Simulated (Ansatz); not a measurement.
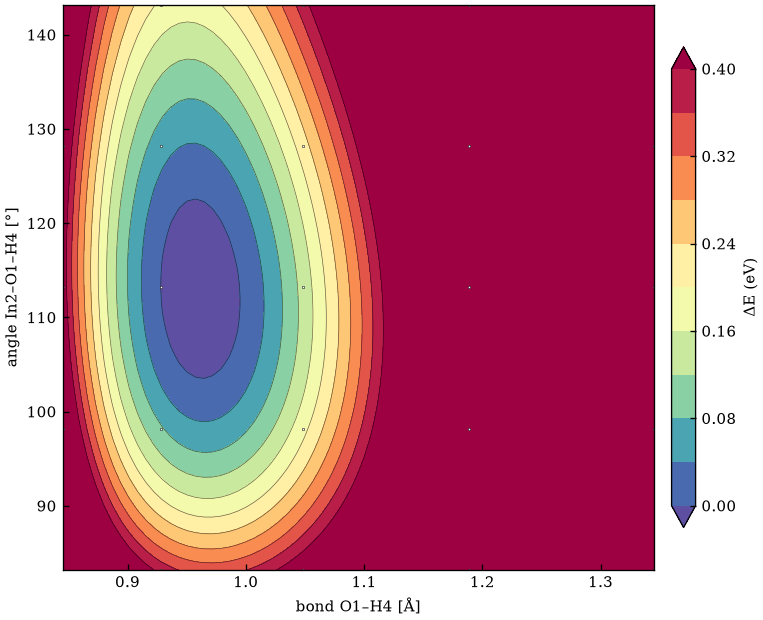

BrH₂InO, SMILES [OH][InH][Br]. 
- Two internal coordinates are moved rigidly from the geometry relaxed at PBE0-D4/def2-TZVP, all others fixed.
- Coordinates scanned: (1) bond O1–H4; (2) angle In2–O1–H4.
- The grid has 5 × 5 points.
- Points are written as (first, second).
- Energies are in eV, from the lowest grid point.
- These are results of Ansatz, RHF-CCSD(T), frozen core/def2-TZVPP, not measurements.

The picture shows filled contours, dots at the grid points, one colour for all values above the top of the scale. Between grid points the surface is interpolated.

Estimate the position of the minimum and the force constants in these coordinates.

The interpolated minimum is at bond O1–H4 ≈ 0.962 Å, angle In2–O1–H4 ≈ 112.5°. The curvatures there are about 55 eV/Å² and 2.1 eV/rad², with a cross term of about 1 eV/(Å·rad). Round the minimum the two coordinates are weakly coupled (coupling 0.09 in units of the two stiffnesses).
